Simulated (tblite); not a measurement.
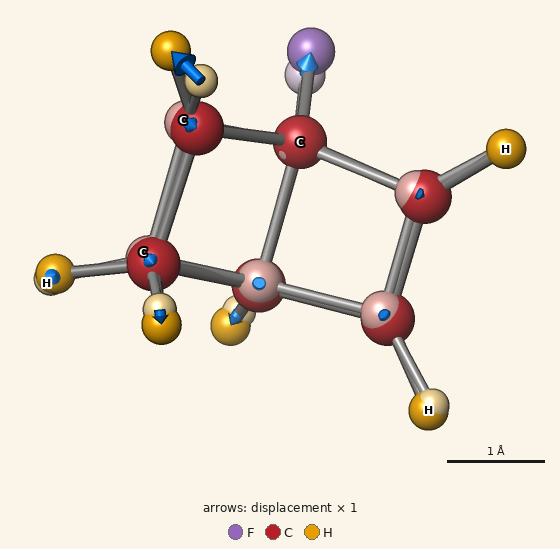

This is a relaxation of C6H6F (multiplicity 2). The starting structure is drawn faded, the final one solid; blue arrows show the displacements, at their true length. The two geometries are superimposed by the best rigid fit.

A ball-and-stick model, seen face on.

Theory: GFN2-xTB geometry optimisation, gas phase (tblite). 

Question: What did the optimiser do to the structure, and how much energy did it gain?

Answer: An H atom moves most after the best rigid fit: 0.51 Å. By element the largest moves are H 0.51 Å, F 0.29 Å, C 0.15 Å. Some distances before and after: C–C 1.465 → 1.552 Å, C–C 1.434 → 1.505 Å, C–C 1.492 → 1.560 Å, C–C 1.454 → 1.520 Å. Bond angles that change, for instance: C–C–H 119.7° → 133.5°, C–C–H 120.8° → 132.3°, C–C–H 112.7° → 123.7°. Over 48 geometry steps the energy falls by 78.5 kJ/mol.
